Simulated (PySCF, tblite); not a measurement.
# C7H14AlB: geometry, infrared bands and NMR shifts

Wanted: the infrared bands and NMR shifts of C7H14AlB (`C=[C]1[AlH][CH2]C[C@H]1B(C)C`), by calculation.

Computed with tblite 0.8.0 and PySCF 2.14.0, with density-fitted response routines of our own, on a single molecule in the gas phase. Atoms are numbered from 0 throughout.

## (1) The starting structure

23 atoms, charge 0, multiplicity 1; geometry from: force field or distance geometry start.

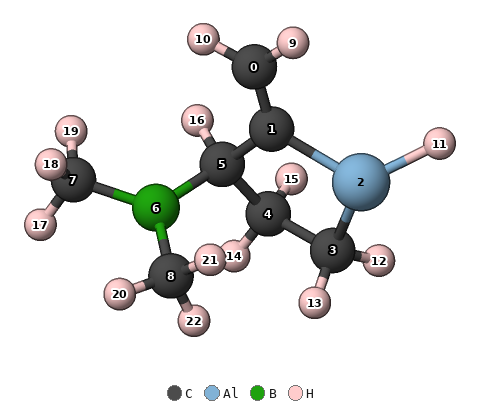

The starting geometry (carbon dark grey, aluminium light blue, boron green, hydrogen pink), atoms numbered; sticks join atoms by distance.

## (2) Relaxing the molecule with GFN2-xTB

The job: settings as JSON, then the geometry in Å.

```
{"job": {"kind": "relax", "xc": "GFN2-xTB", "basis": "xTB"}, "charge": 0, "multiplicity": 1}
C     -0.662600     2.280700     0.997400
C     -0.927500     1.103400     0.422000
Al    -2.329000     0.773800    -0.839800
C     -1.925100    -1.138700    -0.839000
C     -1.032500    -1.390700     0.404600
C     -0.163900    -0.157600     0.747800
B      1.271600    -0.163700    -0.002600
C      2.622300    -0.088500     0.856500
C      1.375400    -0.185300    -1.588700
H     -1.269100     3.154500     0.747700
H      0.130300     2.388600     1.717600
H     -3.787700     1.442800    -0.738600
H     -2.857800    -1.751100    -0.760100
H     -1.377600    -1.401200    -1.766300
H     -0.412800    -2.289900     0.246800
H     -1.699400    -1.597800     1.276600
H      0.032600    -0.181800     1.849100
H      3.238400    -0.989500     0.631900
H      3.175700     0.826900     0.582000
H      2.400300    -0.065000     1.945200
H      2.426900    -0.086500    -1.902300
H      0.796400     0.671900    -2.009200
H      0.970400    -1.128300    -1.968500
```

Run with:

```console
> OMP_NUM_THREADS=1 python probes_run.py task.json out
```

The driver reads the jobs from task.json and runs them one after another.

The program printed:

```text
step      E/eV     max force
  0    -661.80506    1.523
  1    -661.94690    1.182
  2    -662.06872    1.007
  3    -662.13198    0.922
  4    -662.20025    0.522
  5    -662.23570    0.476
  6    -662.26481    0.426
  7    -662.28373    0.396
  8    -662.29526    0.289
  9    -662.30367    0.211
 10    -662.31194    0.199
 11    -662.31956    0.206
 12    -662.32576    0.195
 13    -662.33045    0.157
 14    -662.33394    0.151
 15    -662.33680    0.134
 16    -662.33969    0.135
 17    -662.34306    0.156
 18    -662.34695    0.127
 19    -662.35096    0.147
 20    -662.35487    0.136
 21    -662.35902    0.199
 22    -662.36376    0.208
 23    -662.36840    0.190
 24    -662.37183    0.149
 25    -662.37401    0.086
 26    -662.37569    0.103
 27    -662.37746    0.131
 28    -662.37955    0.178
 29    -662.38177    0.168
 30    -662.38379    0.109
 31    -662.38552    0.090
 32    -662.38712    0.123
 33    -662.38880    0.133
 34    -662.39062    0.110
 35    -662.39253    0.108
 36    -662.39441    0.121
 37    -662.39627    0.134
 38    -662.39830    0.128
 39    -662.40061    0.150
 40    -662.40317    0.131
 41    -662.40578    0.116
 42    -662.40826    0.116
 43    -662.41074    0.119
 44    -662.41334    0.129
 45    -662.41585    0.128
 46    -662.41829    0.128
 47    -662.42117    0.152
 48    -662.42506    0.203
 49    -662.42967    0.204
 50    -662.43363    0.121
 51    -662.43607    0.102
 52    -662.43678    0.130
 53    -662.43898    0.113
 54    -662.44024    0.070
 55    -662.44171    0.070
 56    -662.44223    0.062
 57    -662.44293    0.054
 58    -662.44362    0.063
 59    -662.44463    0.084
 60    -662.44591    0.099
 61    -662.44745    0.095
 62    -662.44903    0.111
 63    -662.45063    0.104
 64    -662.45240    0.115
 65    -662.45433    0.155
 66    -662.45640    0.130
 67    -662.45807    0.073
 68    -662.45882    0.060
 69    -662.45927    0.055
 70    -662.45996    0.075
 71    -662.46059    0.063
 72    -662.46096    0.046
 73    -662.46127    0.043
 74    -662.46154    0.038
 75    -662.46183    0.045
 76    -662.46214    0.042
 77    -662.46244    0.039
 78    -662.46271    0.037
 79    -662.46294    0.028
 80    -662.46319    0.036
 81    -662.46353    0.046
 82    -662.46397    0.048
 83    -662.46441    0.038
 84    -662.46475    0.034
 85    -662.46503    0.035
 86    -662.46535    0.035
 87    -662.46570    0.036
 88    -662.46602    0.036
 89    -662.46628    0.031
 90    -662.46653    0.036
 91    -662.46682    0.039
 92    -662.46713    0.042
 93    -662.46744    0.047
 94    -662.46775    0.044
 95    -662.46810    0.045
 96    -662.46842    0.032
 97    -662.46869    0.037
 98    -662.46892    0.034
 99    -662.46917    0.033
100    -662.46944    0.032
101    -662.46965    0.022
102    -662.46975    0.020
103    -662.46980    0.018
104    -662.46986    0.015
105    -662.46992    0.015
106    -662.46999    0.018
107    -662.47009    0.022
108    -662.47021    0.025
109    -662.47037    0.025
110    -662.47049    0.022
111    -662.47057    0.021
112    -662.47064    0.018
113    -662.47073    0.019
114    -662.47085    0.019
115    -662.47096    0.018
116    -662.47104    0.016
117    -662.47110    0.014
118    -662.47116    0.016
119    -662.47122    0.016
120    -662.47127    0.015
121    -662.47132    0.018
122    -662.47139    0.017
123    -662.47147    0.014
124    -662.47155    0.016
125    -662.47162    0.013
126    -662.47166    0.010
127    -662.47168    0.009
```

It took 2.3 s on 1 thread of Arm Neoverse N1, shared host; peak memory 0.18 GiB.

Relaxation path: (not every step is listed)

| step | energy from step 0 (eV) | largest force (eV/Å) |
| --- | --- | --- |
| 0 | 0.0000 | 1.5235 |
| 1 | -0.1418 | 1.1821 |
| 2 | -0.2637 | 1.0068 |
| 3 | -0.3269 | 0.9220 |
| 4 | -0.3952 | 0.5219 |
| 5 | -0.4306 | 0.4755 |
| 6 | -0.4597 | 0.4256 |
| 7 | -0.4787 | 0.3962 |
| 8 | -0.4902 | 0.2891 |
| 19 | -0.5459 | 0.1470 |
| 30 | -0.5787 | 0.1092 |
| 41 | -0.6007 | 0.1165 |
| 52 | -0.6317 | 0.1301 |
| 63 | -0.6456 | 0.1038 |
| 74 | -0.6565 | 0.0375 |
| 85 | -0.6600 | 0.0349 |
| 96 | -0.6634 | 0.0319 |
| 107 | -0.6650 | 0.0217 |
| 118 | -0.6661 | 0.0156 |
| 122 | -0.6663 | 0.0170 |
| 123 | -0.6664 | 0.0141 |
| 124 | -0.6665 | 0.0158 |
| 125 | -0.6666 | 0.0132 |
| 126 | -0.6666 | 0.0105 |
| 127 | -0.6666 | 0.0090 |

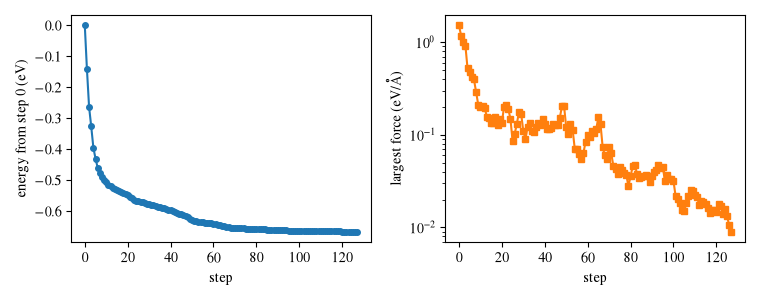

Energy and force, step by step.

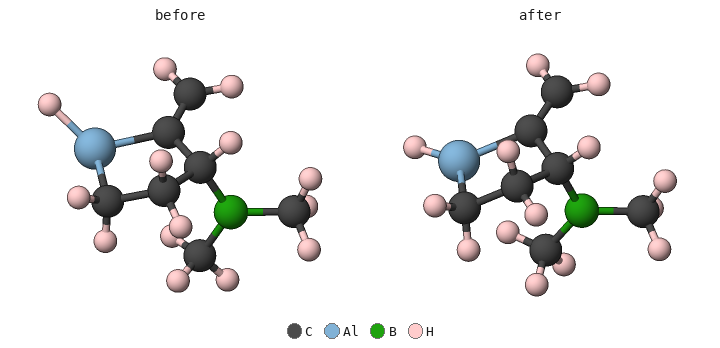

The geometry before (left) and after (right).

Close pairs (by a distance rule), those that changed most:

| bond | before (Å) | after (Å) | change (Å) |
| --- | --- | --- | --- |
| C1–Al2 | 1.914 | 1.981 | +0.066 |
| Al2–H11 | 1.608 | 1.543 | -0.065 |
| C5–B6 | 1.620 | 1.581 | -0.039 |
| Al2–C3 | 1.955 | 1.992 | +0.037 |
| C7–H17 | 1.114 | 1.090 | -0.024 |
| C7–H19 | 1.111 | 1.087 | -0.024 |
| B6–C7 | 1.603 | 1.579 | -0.023 |
| C5–H16 | 1.119 | 1.096 | -0.023 |

The end geometry stands in the next job.

## (3) Infrared spectrum with GFN2-xTB

The job: settings as JSON, then the geometry in Å.

```
{"job": {"kind": "ir", "xc": "GFN2-xTB", "basis": "xTB"}, "charge": 0, "multiplicity": 1}
C     -0.524278     2.164257     1.329911
C     -0.833815     1.089782     0.606673
Al    -1.990333     0.677348    -0.947772
C     -1.873158    -1.308562    -0.853451
C     -1.184447    -1.400412     0.531449
C     -0.171586    -0.269358     0.853220
B      1.142342    -0.128852    -0.015136
C      2.538300     0.082069     0.692944
C      1.091290    -0.101362    -1.596263
H     -1.005052     3.115429     1.155160
H      0.211087     2.148893     2.125922
H     -2.748173     1.674436    -1.848797
H     -2.785645    -1.914912    -0.825582
H     -1.239010    -1.781110    -1.613447
H     -0.678171    -2.362337     0.653219
H     -1.966376    -1.347384     1.296830
H      0.074660    -0.366666     1.917044
H      3.206414    -0.743691     0.447156
H      3.038355     0.980757     0.334360
H      2.486404     0.141840     1.777333
H      1.940300     0.409116    -2.046469
H      0.177209     0.382896    -1.968898
H      1.088932    -1.115193    -1.995327
```

The program printed:

```text
mode    cm-1     km/mol
  1     -64.7      1.94
  2      28.3      1.22
  3      62.8      0.08
  4      91.9      0.11
  5     166.9      0.98
  6     175.2      0.12
  7     201.7      1.47
  8     241.2      3.90
  9     263.9      9.83
 10     288.6      7.90
 11     317.6     21.67
 12     335.3     21.49
 13     377.8     11.13
 14     401.4     56.12
 15     501.2    183.97
 16     543.1     68.12
 17     569.6     61.90
 18     586.4     60.77
 19     637.8     26.95
 20     672.6    110.61
 21     713.1     17.53
 22     733.3     31.48
 23     839.7      3.61
 24     848.9     19.08
 25     858.8      0.23
 26     866.0    103.99
 27     894.1     26.40
 28     916.9      8.67
 29     948.1     26.76
 30    1045.4     13.05
 31    1069.5     42.89
 32    1098.2     16.40
 33    1122.3    124.80
 34    1141.2     15.12
 35    1184.2    100.78
 36    1215.3     21.91
 37    1259.4     13.20
 38    1283.5     19.84
 39    1351.7      3.62
 40    1368.6     27.85
 41    1388.5     26.20
 42    1412.4      0.85
 43    1454.3      1.73
 44    1469.9      0.18
 45    1479.0      1.83
 46    1488.5      1.56
 47    1490.4      1.11
 48    1497.2      1.53
 49    1638.8      1.99
 50    1808.2    610.90
 51    2865.8    166.87
 52    2892.1     12.63
 53    2902.9     46.54
 54    2915.9     66.76
 55    2920.8     38.06
 56    2942.5     85.84
 57    2998.2     15.50
 58    3003.7     25.16
 59    3015.7     16.79
 60    3018.4     63.17
 61    3026.0     42.38
 62    3037.1     40.81
 63    3067.0     38.75
```

Run time: 2 s. Hardware: 1 thread of Arm Neoverse N1, shared host; peak memory 0.18 GiB.

Which atoms move in the most intense modes:

| cm⁻¹ | km/mol | atoms |
| --- | --- | --- |
| 501 | 184.0 | H11 77 % |
| 673 | 110.6 | C3 21 %, Al2 14 %, H12 14 %, H9 10 % |
| 866 | 104.0 | B6 22 %, H17 13 % |
| 1122 | 124.8 | B6 42 % |
| 1184 | 100.8 | B6 43 %, C5 16 % |
| 1808 | 610.9 | H11 95 % |
| 2866 | 166.9 | H21 92 % |
| 2942 | 85.8 | H14 71 %, H15 19 % |

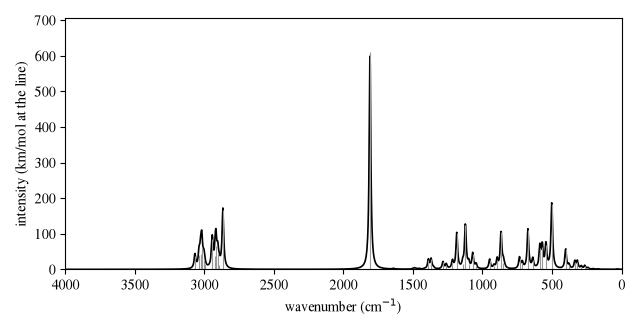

The infrared spectrum from these modes, unscaled. Lines are broadened to a width of 14 cm⁻¹ (Lorentzian).

## (4) NMR shieldings: PBE0/pcSseg-1

The job, as its differences from that of step 3:

```diff
@@ -1,2 +1,2 @@
-{"job": {"kind": "ir", "xc": "GFN2-xTB", "basis": "xTB"}, "charge": 0, "multiplicity": 1}
+{"job": {"kind": "nmr", "xc": "PBE0", "basis": "pcSseg-1"}, "charge": 0, "multiplicity": 1}
 C     -0.524278     2.164257     1.329911
```

With the program's defaults for keys left out, this is: GIAO PBE0/pcSseg-1 NMR shielding, non-relativistic, gas phase.

The program printed:

```text
coarse grid: 18992 points
cycle   1  E = -541.7281920405  dE =  8.025e-01  |g| = 6.136e-01  |ddm| = 4.268e+00
cycle   2  E = -541.6878541748  dE =  4.034e-02  |g| = 7.272e-01  |ddm| = 1.296e+00
cycle   3  E = -541.8312927151  dE = -1.434e-01  |g| = 9.908e-02  |ddm| = 8.147e-01
cycle   4  E = -541.8332462265  dE = -1.954e-03  |g| = 4.852e-02  |ddm| = 1.369e-01
cycle   5  E = -541.8338378195  dE = -5.916e-04  |g| = 1.033e-02  |ddm| = 4.623e-02
cycle   6  E = -541.8338637929  dE = -2.597e-05  |g| = 2.802e-03  |ddm| = 1.123e-02
cycle   7  E = -541.8338658005  dE = -2.008e-06  |g| = 4.346e-04  |ddm| = 2.943e-03
final grid: 176768 points
cycle   8  E = -541.8847662619  dE = -4.955e-05  |g| = 9.923e-03  |ddm| = 3.998e-02
cycle   9  E = -541.8847539687  dE =  1.229e-05  |g| = 1.203e-02  |ddm| = 2.079e-02
cycle  10  E = -541.8847921505  dE = -3.818e-05  |g| = 1.594e-03  |ddm| = 1.242e-02
cycle  11  E = -541.8847927751  dE = -6.247e-07  |g| = 3.002e-04  |ddm| = 1.594e-03
cycle  12  E = -541.8847927974  dE = -2.231e-08  |g| = 8.499e-05  |ddm| = 3.266e-04
cycle  13  E = -541.8847927991  dE = -1.670e-09  |g| = 2.666e-05  |ddm| = 9.858e-05
cycle  14  E = -541.8847927993  dE = -1.819e-10  |g| = 4.651e-06  |ddm| = 3.258e-05
converged SCF energy = -541.8847927993

GIAO shielding tensors (ppm)
atom      isotropic    diamagn.    paramagn.     s11        s22        s33       span
  0 C       49.658     252.564    -202.906    -63.721     59.461    153.235    216.956
  1 C       19.011     263.746    -244.735    -87.389    -16.353    160.774    248.163
  2 Al     287.484     797.281    -509.797    216.236    315.865    330.351    114.114
  3 C      174.016     252.295     -78.279    165.480    173.076    183.493     18.013
  4 C      151.110     247.065     -95.954    130.696    157.305    165.329     34.633
  5 C      126.702     250.186    -123.484    109.277    123.650    147.181     37.904
  6 B       22.808     188.807    -165.999    -32.211    -19.509    120.143    152.354
  7 C      170.678     253.026     -82.348    157.032    165.259    189.743     32.711
  8 C      169.064     254.571     -85.507    161.896    168.117    177.180     15.284
  9 H       25.596      29.738      -4.143     22.712     24.090     29.985      7.273
 10 H       25.345      32.027      -6.682     22.039     24.331     29.664      7.625
 11 H       26.061      28.973      -2.913     23.324     23.519     31.340      8.016
 12 H       30.779      29.623       1.156     25.723     28.573     38.042     12.320
 13 H       30.886      31.828      -0.941     26.267     29.808     36.584     10.317
 14 H       28.962      31.644      -2.682     23.864     28.490     34.532     10.668
 15 H       29.850      32.108      -2.259     23.523     29.721     36.305     12.781
 16 H       28.658      35.871      -7.213     25.285     28.650     32.041      6.756
 17 H       30.898      29.998       0.900     27.351     29.086     36.257      8.906
 18 H       30.703      30.798      -0.094     27.630     28.714     35.766      8.136
 19 H       30.795      32.638      -1.843     26.976     30.043     35.365      8.390
 20 H       30.592      31.240      -0.649     26.619     28.972     36.185      9.566
 21 H       31.893      34.079      -2.186     27.334     33.300     35.046      7.713
 22 H       31.001      31.467      -0.466     26.277     30.884     35.843      9.566
```

Run time: 1.9 min. Hardware: 1 thread of Arm Neoverse N1, shared host; peak memory 1 GiB.

Shifts follow as δ = σ(reference) − σ, with reference shieldings (ppm) from runs at the same level and on the same kind of geometry: 1H TMS 31.72, 13C TMS 186.9, 11B BF3·OEt2 100.1, 27Al AlH4- 490.0. The references are single molecules in the gas phase. Shifts against hydride references such as AlH4− lie on their own scale. Atoms listed in one row are averaged.

| atoms | environment | σ (ppm) | δ (ppm) |
| --- | --- | --- | --- |
| C1 | fully substituted alkene carbon | 19.0 | 167.9 |
| C0 | terminal =CH2 carbon | 49.7 | 137.3 |
| C5 | allylic sp3 CH bonded to B | 126.7 | 60.2 |
| C4 | sp3 CH2 in a ring | 151.1 | 35.8 |
| C7, C8 | methyl carbon bonded to B | 169.9 | 17.1 |
| C3 | sp3 CH2 bonded to Al | 174.0 | 12.9 |
| H10 | hydrogen on a terminal =CH2 carbon | 25.34 | 6.37 |
| H9 | hydrogen on a terminal =CH2 carbon | 25.60 | 6.12 |
| H11 | hydrogen on an aluminium bonded to 2 C, in a 5-membered ring | 26.06 | 5.66 |
| H16 | hydrogen on an allylic sp3 CH bonded to B | 28.66 | 3.06 |
| H14 | hydrogen on an sp3 CH2 in a ring | 28.96 | 2.76 |
| H15 | hydrogen on an sp3 CH2 in a ring | 29.85 | 1.87 |
| H12 | hydrogen on an sp3 CH2 bonded to Al | 30.78 | 0.94 |
| H13 | hydrogen on an sp3 CH2 bonded to Al | 30.89 | 0.83 |
| H17, H18, H19, H20, H21, H22 | hydrogen on a methyl carbon bonded to B | 30.98 | 0.74 |
| Al2 | aluminium bonded to 2 C, H, in a 5-membered ring | 287.5 | 202.5 |
| B6 | boron bonded to 3 C | 22.8 | 77.3 |

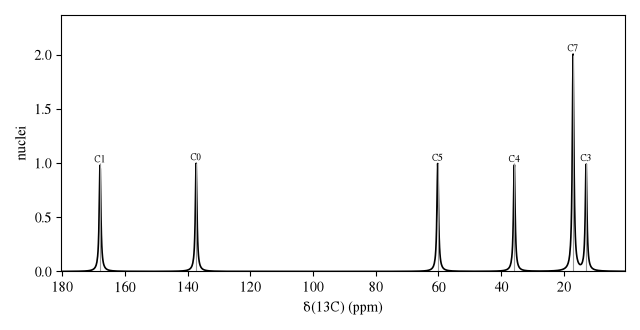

13C lines at the computed shifts, without couplings. Lines are broadened to a width of 0.62 ppm (Lorentzian).

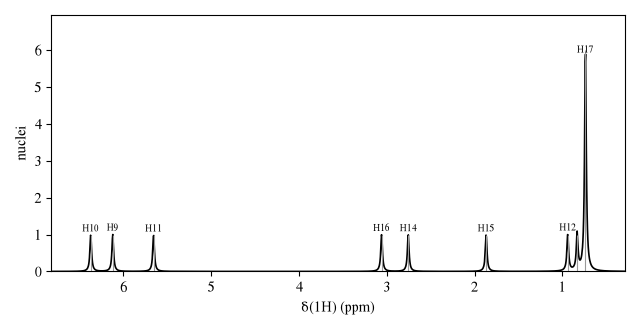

1H lines at the computed shifts, without couplings. Lines are broadened to a width of 0.02 ppm (Lorentzian).

The run also stored atomic charges by several schemes (e):

| atoms | Mulliken | IAO | Hirshfeld | ESP fit |
| --- | --- | --- | --- | --- |
| C0 | -0.07 | -0.29 | -0.10 | -0.50 |
| C1 | -0.60 | -0.29 | -0.14 | -0.10 |
| Al2 | 0.89 | 0.82 | 0.50 | 0.74 |
| C3 | -0.60 | -0.61 | -0.22 | -0.63 |
| C4 | -0.15 | -0.24 | -0.07 | 0.36 |
| C5 | -0.39 | -0.25 | -0.11 | -0.33 |
| B6 | 0.52 | 0.33 | 0.20 | 0.76 |
| C7, C8 | -0.50 | -0.56 | -0.19 | -0.83 |

Mulliken charges:

C0 -0.07; C1 -0.60; Al2 0.89; C3 -0.60; C4 -0.15; C5 -0.39; B6 0.52; C7 -0.51; C8 -0.49; H9 0.11; H10 0.10; H11 -0.20; H12 0.13; H13 0.13; H14 0.11; H15 0.11; H16 0.12; H17 0.13; H18 0.13; H19 0.12; H20 0.13; H21 0.10; H22 0.15

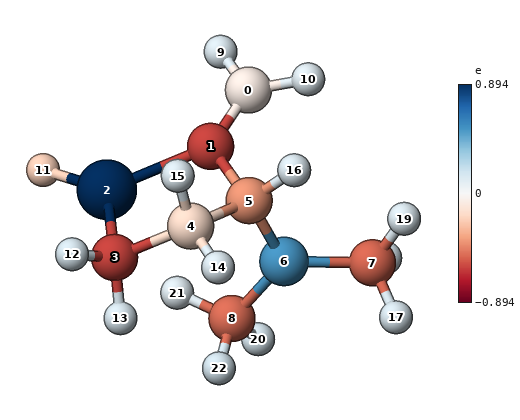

Mulliken charges, as colours on the atoms.

Mayer bond orders: C0–C1 1.98, C1–Al2 0.79, Al2–C3 0.86, C3–C4 1.00, C4–C5 1.02, C5–B6 0.90, B6–C7 1.07, B6–C8 1.03, C5–C1 0.94.

Ring of atoms C1, Al2, C3, C4, C5: NICS(0) -0.6, NICS(1) -1.3, NICS(1)zz -4.3 ppm (means of both faces).

Orbitals, density, ELF and potential are computed afterwards from the orbital file.

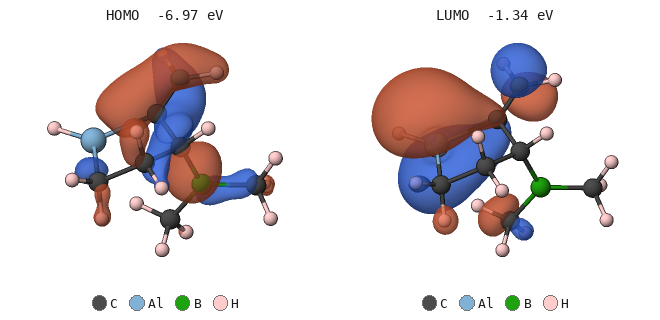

Frontier orbitals at PBE0/pcSseg-1; each surface holds 70 % of the orbital's density, blue and red mark the sign.

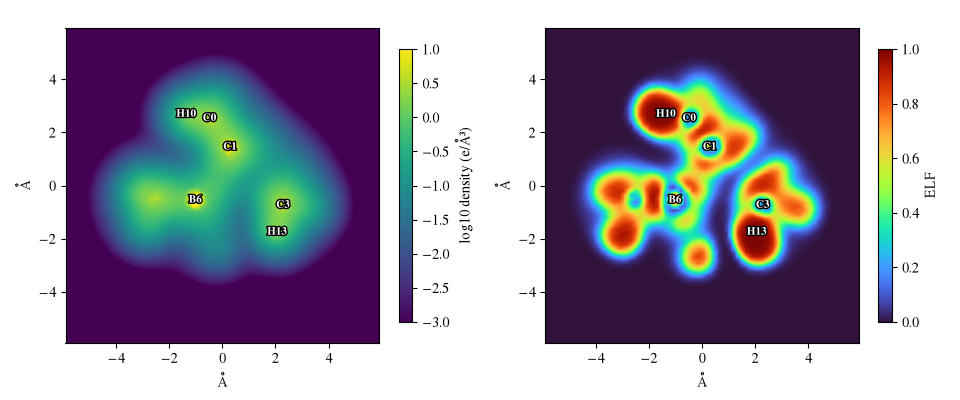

Density (left) and ELF (right) in a plane through or near 6 of the atoms.

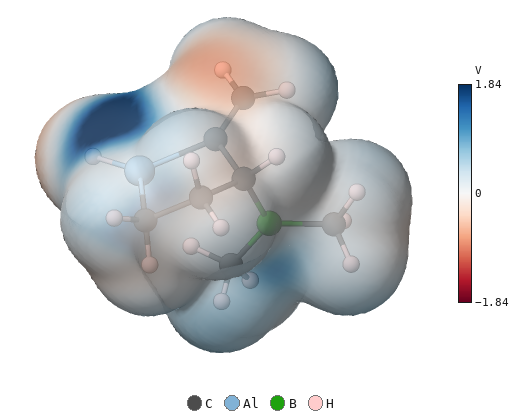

Electrostatic potential on the surface of density 0.002 e/bohr³; red is low, blue high. It runs from -0.57 V near C0 to 1.84 V near Al2.

## (5) Outcome

```
                                                               quantity                                                     value
                              strongest single infrared mode (GFN2-xTB)                                     1808 cm⁻¹, 611 km/mol
                                           zero-point energy (GFN2-xTB)                                            115.7 kcal/mol
13C shifts against TMS (PBE0/pcSseg-1, means over atoms taken as alike)                  167.9, 137.3, 60.2, 35.8, 17.1, 12.9 ppm
 1H shifts against TMS (PBE0/pcSseg-1, means over atoms taken as alike)  6.37, 6.12, 5.66, 3.06, 2.76, 1.87, 0.94, 0.83, 0.74 ppm
                              27Al shifts against AlH4- (PBE0/pcSseg-1)                                                 202.5 ppm
                            11B shifts against BF3·OEt2 (PBE0/pcSseg-1)                                                  77.3 ppm
                                  surface potential, least and greatest                                        -0.57 V and 1.84 V
```

Relaxing lowered the energy by 0.667 eV in 127 steps; the close pair that moved most is C1–Al2, from 1.914 to 1.981 Å. The lowest mode is imaginary (65i cm⁻¹), so the xTB geometry is not a minimum. The strongest single mode, at 1808 cm⁻¹, moves mainly H11. GFN2-xTB is a fitted tight-binding method: band positions and strengths are rough. Its intensities can rank the bands wrongly. At PBE0/pcSseg-1: The largest span, 248 ppm, is at C1, where the paramagnetic term is -245 ppm. At PBE0/pcSseg-1, counted by nearest atom on the grid, the HOMO lies on C1 25 %; C0 18 %, the LUMO on Al2 36 %; H11, H21 about 12 % each.
